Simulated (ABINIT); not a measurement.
# Quasiparticle gap of BaH2 (P6_3/mmc) in ABINIT, part 2 of 3

Wanted: ground state, empty states, screening and self-energy for BaH2 (P6_3/mmc).

ABINIT 10.8.3; PBEsol and many-body steps on it, plane waves. Known limits of the many-body steps: not at the basis limit; no spin-orbit coupling; coarse k mesh.

So far. Step 2 (Ground state): The gap is indirect, with the least direct gap 1.07 eV higher.

### 3. Bands along the symmetry lines

Level of this step: DFT, PBEsol, plane waves, norm-conserving pseudopotentials (ABINIT).

The cheap functional maps the bands first; the places of the edges decide which points the dearer methods must see.

Input file run.abi:

```
acell 3*1.0 Angstrom
rprim 
  4.462025052349 0.000000000014 0.000000000000
  -2.231012526186 3.864227047650 0.000000000000
  0.000000000000 0.000000000000 6.055292590000
ntypat 2
znucl 56 1
natom 6
typat 1 1 2 2 2 2
xred 
  0.666666666667 0.333333333333 0.750000000000
  0.333333333333 0.666666666667 0.250000000000
  0.333333333333 0.666666666667 0.750000000000
  0.666666666667 0.333333333333 0.250000000000
  -0.000000000000 -0.000000000000 0.500000000000
  -0.000000000000 -0.000000000000 0.000000000000
pp_dirpath "pseudos"
pseudos "Ba.upf, H.upf"
ecut 32
iscf -2
irdden 1
kptopt 0
nkpt 75
kpt 
  0.00000000 0.00000000 0.00000000
  0.06250000 0.00000000 0.00000000
  0.12500000 0.00000000 0.00000000
  0.18750000 0.00000000 0.00000000
  0.25000000 0.00000000 0.00000000
  0.31250000 0.00000000 0.00000000
  0.37500000 0.00000000 0.00000000
  0.43750000 0.00000000 0.00000000
  0.50000000 0.00000000 0.00000000
  0.47916667 0.04166667 0.00000000
  0.45833333 0.08333333 0.00000000
  0.43750000 0.12500000 0.00000000
  0.41666666 0.16666666 0.00000000
  0.39583333 0.20833333 0.00000000
  0.37500000 0.25000000 0.00000000
  0.35416666 0.29166666 0.00000000
  0.33333333 0.33333333 0.00000000
  0.29166666 0.29166666 0.00000000
  0.25000000 0.25000000 0.00000000
  0.20833333 0.20833333 0.00000000
  0.16666666 0.16666666 0.00000000
  0.12500000 0.12500000 0.00000000
  0.08333333 0.08333333 0.00000000
  0.04166667 0.04166667 0.00000000
  0.00000000 0.00000000 0.00000000
  0.00000000 0.00000000 0.06250000
  0.00000000 0.00000000 0.12500000
  0.00000000 0.00000000 0.18750000
  0.00000000 0.00000000 0.25000000
  0.00000000 0.00000000 0.31250000
  0.00000000 0.00000000 0.37500000
  0.00000000 0.00000000 0.43750000
  0.00000000 0.00000000 0.50000000
  0.06250000 0.00000000 0.50000000
  0.12500000 0.00000000 0.50000000
  0.18750000 0.00000000 0.50000000
  0.25000000 0.00000000 0.50000000
  0.31250000 0.00000000 0.50000000
  0.37500000 0.00000000 0.50000000
  0.43750000 0.00000000 0.50000000
  0.50000000 0.00000000 0.50000000
  0.47916667 0.04166667 0.50000000
  0.45833333 0.08333333 0.50000000
  0.43750000 0.12500000 0.50000000
  0.41666666 0.16666666 0.50000000
  0.39583333 0.20833333 0.50000000
  0.37500000 0.25000000 0.50000000
  0.35416666 0.29166666 0.50000000
  0.33333333 0.33333333 0.50000000
  0.29166666 0.29166666 0.50000000
  0.25000000 0.25000000 0.50000000
  0.20833333 0.20833333 0.50000000
  0.16666666 0.16666666 0.50000000
  0.12500000 0.12500000 0.50000000
  0.08333333 0.08333333 0.50000000
  0.04166667 0.04166667 0.50000000
  0.00000000 0.00000000 0.50000000
  0.50000000 0.00000000 0.50000000
  0.50000000 0.00000000 0.43750000
  0.50000000 0.00000000 0.37500000
  0.50000000 0.00000000 0.31250000
  0.50000000 0.00000000 0.25000000
  0.50000000 0.00000000 0.18750000
  0.50000000 0.00000000 0.12500000
  0.50000000 0.00000000 0.06250000
  0.50000000 -0.00000000 0.00000000
  0.33333333 0.33333333 0.50000000
  0.33333333 0.33333333 0.43750000
  0.33333333 0.33333333 0.37500000
  0.33333333 0.33333333 0.31250000
  0.33333333 0.33333333 0.25000000
  0.33333333 0.33333333 0.18750000
  0.33333333 0.33333333 0.12500000
  0.33333333 0.33333333 0.06250000
  0.33333333 0.33333333 0.00000000
istwfk *1
nband 19
nbdbuf 2
tolwfr 1e-08
nstep 40
prtwf 0
prtvol 0
indata_prefix "in"
outdata_prefix "out"
tmpdata_prefix "tmp"
```

Launch:

```console
OMP_NUM_THREADS=1 mpirun -n 4 abinit run.abi > log
```

Numbers of over 12 decimals in the logs are rounded to 6 here.

Output:

```text
.Version 10.8.3 of ABINIT. v10.8.2 released Aug 2026.

 Symmetries : space group P6_3/m m c (#194); Bravais hP (primitive hexag.)
[... echo of the input left out ...]
== DATASET  1 ==================================================================
-   mpi_nproc: 4, omp_nthreads: 1 (-1 if OMP is not activated)

--- !DatasetInfo
iteration_state: {dtset: 1, }
dimensions: {natom: 6, nkpt: 75, mband: 19, nsppol: 1, nspinor: 1, nspden: 1, mpw: 6130, }
cutoff_energies: {ecut:  32.0, pawecutdg:  -1.0, }
electrons: {nelect:   2.40000000E+01, charge:   0.00000000E+00, occopt:   1.00000000E+00, tsmear:   1.00000000E-02, }

 Real(R)+Recip(G) space primitive vectors, cartesian coordinates (Bohr,Bohr^-1):
 R(1)=  8.4320053  0.0000000  0.0000000  G(1)=  0.1185958  0.0684713  0.0000000
 R(2)= -4.2160027  7.3023308  0.0000000  G(2)=  0.0000000  0.1369426  0.0000000
 R(3)=  0.0000000  0.0000000 11.4428446  G(3)=  0.0000000  0.0000000  0.0873909
 Unit cell volume ucvol=  7.0457361E+02 bohr^3
 Angles (23,13,12)=  9.00000000E+01  9.00000000E+01  1.20000000E+02 degrees

 getcut: wavevector=  0.0000  0.0000  0.0000  ngfft=  45  45  60
         ecut(hartree)=     32.000   => boxcut(ratio)=   2.04919

--- Pseudopotential description ------------------------------------------------
- Ba Generated using ONCVPSP code by D. R. Hamann
- 56.00000  10.00000  180301                  znucl, zion, pspdat
12 -116133 2 -1 1936                          pspcod,pspxc,lmax,lloc,mmax
     nproj     2     2     2
  pspatm : epsatm=   26.37418133
         --- l  ekb(1:nproj) -->
             0    6.652372    0.677024
             1    5.027722    0.408462
             2    2.543237    0.416854
 pspatm: atomic psp has been read  and splines computed

- H Generated using ONCVPSP code by D. R. Hamann
-  1.00000   1.00000  180301                  znucl, zion, pspdat
12 -116133 1 -1 1180                          pspcod,pspxc,lmax,lloc,mmax
     nproj     2     1     0
  pspatm : epsatm=    0.35585368
         --- l  ekb(1:nproj) -->
[...]
1   -0.494138
 pspatm: atomic psp has been read  and splines computed

--------------------------------------------------------------------------------

================================================================================
 prteigrs : about to open file out_EIG
 Non-SCF case, kpt    1 (  0.00000  0.00000  0.00000), residuals and eigenvalues=
  4.53E-09  9.40E-09  1.97E-09  3.04E-09  7.07E-09  2.80E-09  5.81E-09  1.21E-09
  1.74E-09  1.11E-09  5.97E-09  6.57E-09  3.05E-09  9.04E-09  6.56E-09  8.66E-09
[...]
-8.4430E-01 -8.3787E-01 -3.2333E-01 -2.9297E-01 -2.9297E-01 -2.8383E-01
 -2.8383E-01 -2.8230E-01 -7.9456E-03  4.2869E-02  1.3315E-01  1.5182E-01
  2.5198E-01  2.5198E-01  2.8885E-01  2.8885E-01  2.8991E-01  2.8991E-01
  3.1860E-01
 Non-SCF case, kpt    2 (  0.06250  0.00000  0.00000), residuals and eigenvalues=
[...]
Non-SCF case, kpt   74 (  0.33333  0.33333  0.06250), residuals and eigenvalues=
[...]
3.7768E-01
 Non-SCF case, kpt   75 (  0.33333  0.33333  0.00000), residuals and eigenvalues=
[...]
-3.0119E-01 -2.8904E-01  7.8558E-02  7.8558E-02  7.9996E-02  8.6863E-02
  2.6619E-01  2.6619E-01  3.0696E-01  3.3445E-01  3.3445E-01  3.4478E-01
  3.7748E-01

--- !ResultsGS
iteration_state: {dtset: 1, }
comment   : Summary of ground state results
lattice_vectors:
- [  8.4320053,   0.0000000,   0.0000000, ]
- [ -4.2160027,   7.3023308,   0.0000000, ]
- [  0.0000000,   0.0000000,  11.4428446, ]
lattice_lengths: [   8.43201,    8.43201,   11.44284, ]
lattice_angles: [ 90.000,  90.000, 120.000, ] # degrees, (23, 13, 12)
lattice_volume:   7.0457361E+02
convergence: {deltae:  0.000E+00, res2:  0.000E+00, residm:  9.983E-09, diffor:  0.000E+00, }
etotal    :  -5.85971915E+01
entropy   :   0.00000000E+00
fermie    :   1.51815635E-01
cartesian_stress_tensor: null
pressure_GPa: null
xred      :
- [  6.6667E-01,   3.3333E-01,   7.5000E-01, Ba]
- [  3.3333E-01,   6.6667E-01,   2.5000E-01, Ba]
- [  3.3333E-01,   6.6667E-01,   7.5000E-01,  H]
- [  6.6667E-01,   3.3333E-01,   2.5000E-01,  H]
- [  3.7007E-17,   9.2519E-17,   5.0000E-01,  H]
- [  3.7007E-17,   9.2519E-17,   2.7756E-17,  H]
cartesian_forces: null
force_length_stats: {min: null, max: null, mean: null, }

 Integrated electronic density in atomic spheres:
 ------------------------------------------------
 Atom  Sphere_radius  Integrated_density
[...]
================================================================================

 ----iterations are completed or convergence reached----

 Mean square residual over all n,k,spin=   48.486E-10; max=  99.826E-10
 reduced coordinates (array xred) for    6 atoms
[...]
cartesian coordinates (angstrom) at end:
    1      2.231013     1.288076     4.541469
    2     -7.67e-12     2.576151     1.513823
    3     -7.67e-12     2.576151     4.541469
    4      2.231013     1.288076     1.513823
    5     -0.000000     0.000000     3.027646
    6     -0.000000     0.000000     0.000000
 length scales=  1.889726125908  1.889726125908  1.889726125908 bohr
              =  1.000000000000  1.000000000000  1.000000000000 angstroms
 prteigrs : about to open file out_EIG
 Eigenvalues (hartree) for nkpt=  75  k points:
 kpt#   1, nband= 19, wtk=  1.00000, kpt=  0.0000  0.0000  0.0000 (reduced coord)
[...]
kpt#   2, nband= 19, wtk=  1.00000, kpt=  0.0625  0.0000  0.0000 (reduced coord)
[...]
kpt#   3, nband= 19, wtk=  1.00000, kpt=  0.1250  0.0000  0.0000 (reduced coord)
[...]
kpt#  74, nband= 19, wtk=  1.00000, kpt=  0.3333  0.3333  0.0625 (reduced coord)
[...]
0.33690    0.34782    0.37768
 kpt#  75, nband= 19, wtk=  1.00000, kpt=  0.3333  0.3333  0.0000 (reduced coord)
  -0.83975   -0.83975   -0.30942   -0.30265   -0.30265   -0.30119   -0.30119   -0.28904
   0.07856    0.07856    0.08000    0.08686    0.26619    0.26619    0.30696    0.33445
   0.33445    0.34478    0.37748

== END DATASET(S) ==============================================================
================================================================================

 -outvars: echo values of variables after computation  --------
            nband          19
             nkpt          75
          spgroup         194
 [... the other variables as echoed above ...]

 Calculation completed.
```

Elapsed: 29 s, on 4 MPI ranks of Arm Neoverse V2, shared host; peak memory 0.4 GiB; 1.9 min of CPU time.

This step gave:

* gap: 1.473 eV
* k of the valence top: 0, 0, 0
* k of the conduction bottom: 0.3333, 0.3333, 0.5
* least direct gap: 2.542 eV

The gap is 1.473 eV, as in the run before at this level.

Electronic bands along the path, in eV, zero at the top of the highest filled band:

```csv
point,band 9,band 10,band 11,band 12,band 13,band 14,band 15,band 16
Γ,-4.35,-2.96,-0.51,0.00,2.73,2.73,3.73,3.73
M,-2.56,-2.25,-1.67,-1.59,2.51,3.78,3.79,5.10
K,-1.99,-1.99,-1.95,-1.77,3.11,3.11,4.22,4.97
Γ,-4.35,-2.96,-0.51,0.00,2.73,2.73,3.73,3.73
A,-3.29,-3.29,-0.46,-0.46,2.58,2.58,2.58,2.58
L,-2.30,-2.30,-1.37,-1.37,2.30,2.30,3.85,3.85
H,-1.77,-1.77,-1.54,-1.54,1.47,1.47,4.35,4.35
A,-3.29,-3.29,-0.46,-0.46,2.58,2.58,2.58,2.58
jump to L,-2.30,-2.30,-1.37,-1.37,2.30,2.30,3.85,3.85
M,-2.56,-2.25,-1.67,-1.59,2.51,3.78,3.79,5.10
jump to H,-1.77,-1.77,-1.54,-1.54,1.47,1.47,4.35,4.35
K,-1.99,-1.99,-1.95,-1.77,3.11,3.11,4.22,4.97
```

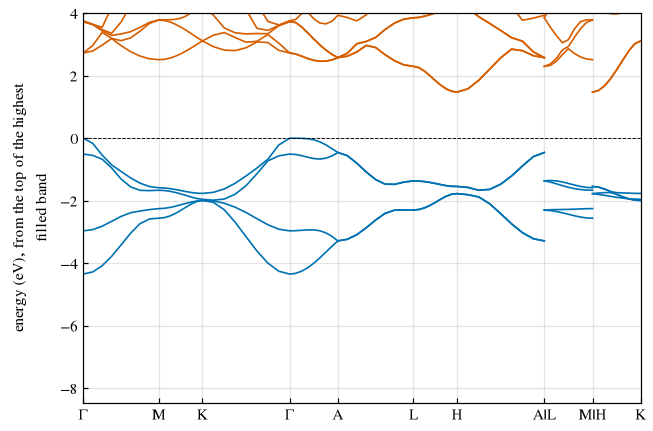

Electronic bands along the path; lines of filled and empty bands in two colours.

### 4. Empty states on the mesh, 3×3×2 mesh, 145 bands

The sums over transitions need many empty states on a uniform mesh; this step solves for them.

Input file run.abi:

```
acell 3*1.0 Angstrom
rprim 
  4.462025052349 0.000000000014 0.000000000000
  -2.231012526186 3.864227047650 0.000000000000
  0.000000000000 0.000000000000 6.055292590000
ntypat 2
znucl 56 1
natom 6
typat 1 1 2 2 2 2
xred 
  0.666666666667 0.333333333333 0.750000000000
  0.333333333333 0.666666666667 0.250000000000
  0.333333333333 0.666666666667 0.750000000000
  0.666666666667 0.333333333333 0.250000000000
  -0.000000000000 -0.000000000000 0.500000000000
  -0.000000000000 -0.000000000000 0.000000000000
pp_dirpath "pseudos"
pseudos "Ba.upf, H.upf"
ecut 32
ngkpt 3 3 2
nshiftk 1
shiftk 0 0 0
kptopt 1
chksymbreak 0
iscf -2
irdden 1
istwfk *1
nband 145
nbdbuf 12
tolwfr 1e-09
nstep 60
prtvol 0
indata_prefix "in"
outdata_prefix "out"
tmpdata_prefix "tmp"
```

Output:

```text
.Version 10.8.3 of ABINIT. v10.8.2 released Aug 2026.

 Symmetries : space group P6_3/m m c (#194); Bravais hP (primitive hexag.)
[... echo of the input left out ...]
== DATASET  1 ==================================================================
-   mpi_nproc: 4, omp_nthreads: 1 (-1 if OMP is not activated)

--- !DatasetInfo
iteration_state: {dtset: 1, }
dimensions: {natom: 6, nkpt: 6, mband: 145, nsppol: 1, nspinor: 1, nspden: 1, mpw: 6126, }
cutoff_energies: {ecut:  32.0, pawecutdg:  -1.0, }
electrons: {nelect:   2.40000000E+01, charge:   0.00000000E+00, occopt:   1.00000000E+00, tsmear:   1.00000000E-02, }

 Real(R)+Recip(G) space primitive vectors, cartesian coordinates (Bohr,Bohr^-1):
 R(1)=  8.4320053  0.0000000  0.0000000  G(1)=  0.1185958  0.0684713  0.0000000
 R(2)= -4.2160027  7.3023308  0.0000000  G(2)=  0.0000000  0.1369426  0.0000000
 R(3)=  0.0000000  0.0000000 11.4428446  G(3)=  0.0000000  0.0000000  0.0873909
 Unit cell volume ucvol=  7.0457361E+02 bohr^3
 Angles (23,13,12)=  9.00000000E+01  9.00000000E+01  1.20000000E+02 degrees

 getcut: wavevector=  0.0000  0.0000  0.0000  ngfft=  45  45  60
         ecut(hartree)=     32.000   => boxcut(ratio)=   2.04919

--- Pseudopotential description ------------------------------------------------
- Ba Generated using ONCVPSP code by D. R. Hamann
- 56.00000  10.00000  180301                  znucl, zion, pspdat
12 -116133 2 -1 1936                          pspcod,pspxc,lmax,lloc,mmax
     nproj     2     2     2
  pspatm : epsatm=   26.37418133
         --- l  ekb(1:nproj) -->
             0    6.652372    0.677024
             1    5.027722    0.408462
             2    2.543237    0.416854
 pspatm: atomic psp has been read  and splines computed

- H Generated using ONCVPSP code by D. R. Hamann
-  1.00000   1.00000  180301                  znucl, zion, pspdat
12 -116133 1 -1 1180                          pspcod,pspxc,lmax,lloc,mmax
     nproj     2     1     0
  pspatm : epsatm=    0.35585368
         --- l  ekb(1:nproj) -->
[...]
1   -0.494138
 pspatm: atomic psp has been read  and splines computed

--------------------------------------------------------------------------------

================================================================================
 prteigrs : about to open file out_EIG
 Non-SCF case, kpt    1 (  0.00000  0.00000  0.00000), residuals and eigenvalues=
  1.22E-10  8.07E-11  4.47E-10  5.13E-10  9.21E-10  5.98E-11  9.40E-10  8.07E-11
  1.98E-10  1.81E-10  1.53E-10  3.09E-10  1.53E-10  3.06E-10  1.28E-10  4.10E-10
  1.17E-10  5.05E-10  2.06E-10  1.87E-10  4.26E-10  1.68E-10  2.06E-10  1.36E-10
[...]
2.09E-04
 -8.4430E-01 -8.3787E-01 -3.2333E-01 -2.9297E-01 -2.9297E-01 -2.8383E-01
 -2.8383E-01 -2.8230E-01 -7.9456E-03  4.2869E-02  1.3315E-01  1.5182E-01
  2.5198E-01  2.5198E-01  2.8885E-01  2.8885E-01  2.8991E-01  2.8991E-01
[...]
2.2491E+00  2.2841E+00  2.2841E+00  2.3114E+00  2.3241E+00  2.3241E+00
  2.3243E+00  2.3289E+00  2.3673E+00  2.4047E+00  2.4048E+00  2.4171E+00
  2.4185E+00
 prteigrs : prtvol=0 or 1, do not print more k-points.

--- !ResultsGS
iteration_state: {dtset: 1, }
comment   : Summary of ground state results
lattice_vectors:
- [  8.4320053,   0.0000000,   0.0000000, ]
- [ -4.2160027,   7.3023308,   0.0000000, ]
- [  0.0000000,   0.0000000,  11.4428446, ]
lattice_lengths: [   8.43201,    8.43201,   11.44284, ]
lattice_angles: [ 90.000,  90.000, 120.000, ] # degrees, (23, 13, 12)
lattice_volume:   7.0457361E+02
convergence: {deltae:  0.000E+00, res2:  0.000E+00, residm:  9.962E-10, diffor:  0.000E+00, }
etotal    :  -5.85971915E+01
entropy   :   0.00000000E+00
fermie    :   1.51815635E-01
cartesian_stress_tensor: null
pressure_GPa: null
xred      :
- [  6.6667E-01,   3.3333E-01,   7.5000E-01, Ba]
- [  3.3333E-01,   6.6667E-01,   2.5000E-01, Ba]
- [  3.3333E-01,   6.6667E-01,   7.5000E-01,  H]
- [  6.6667E-01,   3.3333E-01,   2.5000E-01,  H]
- [  3.7007E-17,   9.2519E-17,   5.0000E-01,  H]
- [  3.7007E-17,   9.2519E-17,   2.7756E-17,  H]
cartesian_forces: null
force_length_stats: {min: null, max: null, mean: null, }

 Integrated electronic density in atomic spheres:
 ------------------------------------------------
 Atom  Sphere_radius  Integrated_density
[...]
================================================================================

 ----iterations are completed or convergence reached----

 Mean square residual over all n,k,spin=   40.272E-11; max=  99.618E-11
 reduced coordinates (array xred) for    6 atoms
[...]
0.000000000000      0.000000000000      0.500000000000
       0.000000000000      0.000000000000      0.000000000000

 cartesian coordinates (angstrom) at end:
    1      2.231013     1.288076     4.541469
    2     -7.67e-12     2.576151     1.513823
    3     -7.67e-12     2.576151     4.541469
    4      2.231013     1.288076     1.513823
    5     -0.000000     0.000000     3.027646
    6     -0.000000     0.000000     0.000000
 length scales=  1.889726125908  1.889726125908  1.889726125908 bohr
              =  1.000000000000  1.000000000000  1.000000000000 angstroms
 prteigrs : about to open file out_EIG
 Eigenvalues (hartree) for nkpt=   6  k points:
 kpt#   1, nband=145, wtk=  0.05556, kpt=  0.0000  0.0000  0.0000 (reduced coord)
[...]
2.21814    2.23587    2.24100    2.24100    2.24906    2.28410    2.28410    2.31141
   2.32408    2.32408    2.32432    2.32888    2.36731    2.40466    2.40481    2.41707
   2.41851
 prteigrs : prtvol=0 or 1, do not print more k-points.

== END DATASET(S) ==============================================================
================================================================================

 -outvars: echo values of variables after computation  --------
            nband         145
             nkpt           6
          spgroup         194
 [... the other variables as echoed above ...]

 Calculation completed.
```

The job ended after 41 s (4 MPI ranks; peak memory 0.38 GiB).

This step gave:

```yaml
gap: 1.473 eV
k_of_the_valence_top: 0, 0, 0
k_of_the_conduction_bottom: 0.3333, 0.3333, 0.5
least_direct_gap: 2.725 eV
k_points_computed: 6
lowest_point_of_the_top_converged_band_above_the_valence_top: 55.1689 eV
```

On this mesh the gap is 1.473 eV.

(Continued in part 3 of 3.)

[Paths, hosts, dates, memory and timing lines, banners, echoed tables and standing remarks are left out of the program output.]

[Logs are printed without paths, hosts, clocks, repeated set-up lines and the standing remarks that a program may print on its own settings, such as how far it seeks lower states.]

[Runs of the session that timed out or met a known fault of the program may be left out.]

[Hosts, paths, dates, database ids (printed as entryN), source tags and the programs' standing remarks are cut or masked in the printed files.]

[G0W0 gaps are taken among the corrected bands and points alone; a level outside them can change the order at an edge.]

[Where Ansatz stands beside ABINIT at settings called matched, ABINIT's density can come from a denser mesh and the files from another edition; pairs whose starting gaps differed by over 0.03 eV were left out, so agreement reads better than it is.]
